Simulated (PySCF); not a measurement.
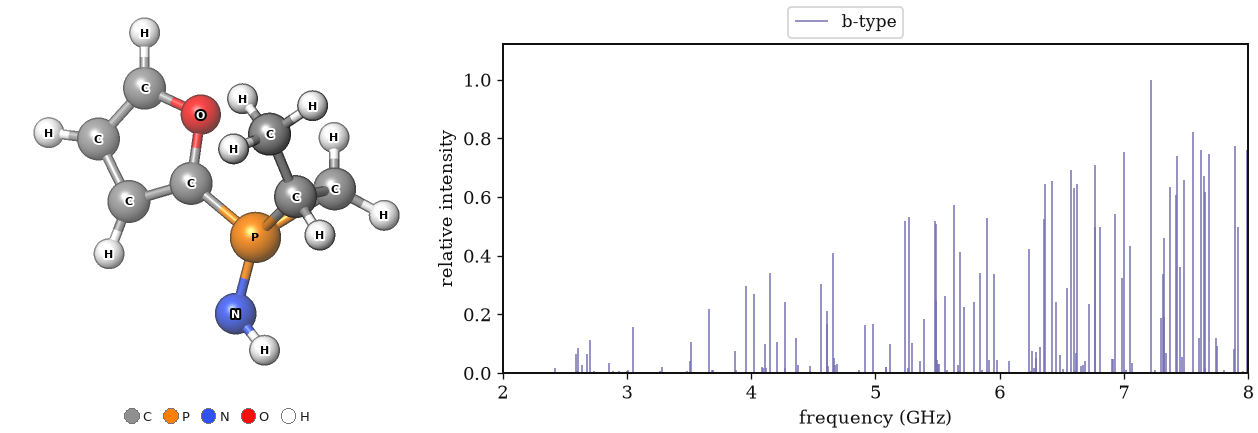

C₇H₁₀NOP, SMILES C[C@@H]1C[P@]1(=N)c1ccco1. Simulated rotational absorption lines between 2 and 8 GHz at 10 K: rigid rotor with the equilibrium constants and dipole of one optimised conformer (PBE0-D3(BJ)/def2-SVP, PySCF), commonest isotopes; no centrifugal distortion, hyperfine structure, internal rotation or nuclear-spin weights; lines within 1 MHz of each other are summed. Lines of different type are drawn apart.

What are the rotational constants, and what kind of rotor is it?

Answer. Rotational constants A, B, C = 1.905, 0.9643, 0.7355 GHz; Ray's κ = −0.61, an asymmetric top on the prolate side.

Which dipole components drive the lines?

Answer.
|μa|, |μb|, |μc| = 0.05, 2.47, 0.01 D; b-type lines carry 100 % of the intensity in this range.

Caveats: coarse grid, loose stop and no frequency check, small forces are noise and the end may be a saddle.
